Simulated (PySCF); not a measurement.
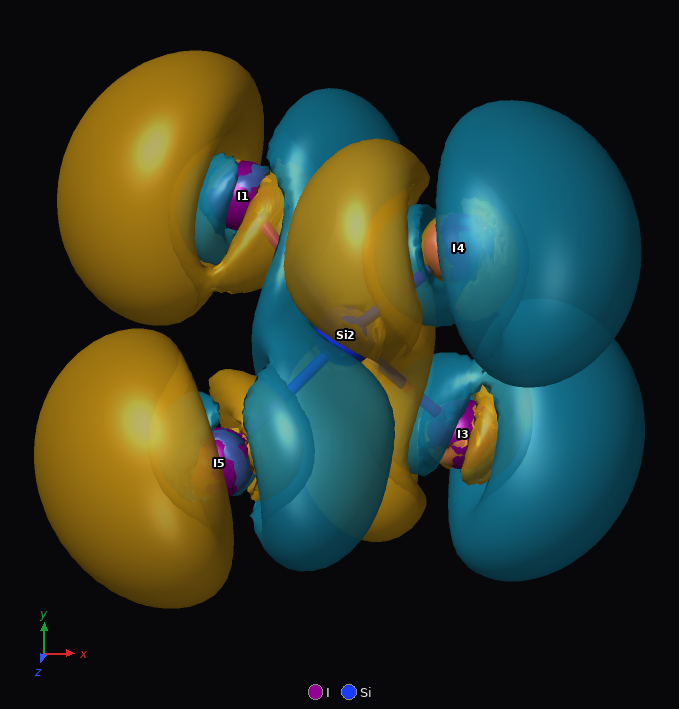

*I4Si, SMILES `I[Si](I)(I)I`. Change of the electron density in a uniform field of 0.21 V/Å, surfaces at ±0.0008 e/Å³ (yellow: gain, teal: loss).*

PySCF calculation, B3LYP/def2-SVPD, gas phase; geometry: GFN2-xTB. Core potentials replace the inner electrons of I; spin–orbit coupling isn't included. No frequency check shows the geometry to be a minimum. GFN2-xTB bond lengths at metals and heavier atoms can be off by up to 0.1 Å and shapes distorted, which carries into these values.

Along which Cartesian direction does the field point?

Along +x: electrons gather on the −x side, against the field.

What dipole is induced, and what polarisability does it imply?

The induced dipole is 1.78 D (along the field); α along this axis, from the fields in both directions, is 175 bohr³ (26.0 Å³).

Which atoms gain and lose the most charge?

Electrons gather most on I5 (Hirshfeld charge changes by −0.029 e) and leave I4 most (+0.029 e); 0.117 electrons are displaced in all.
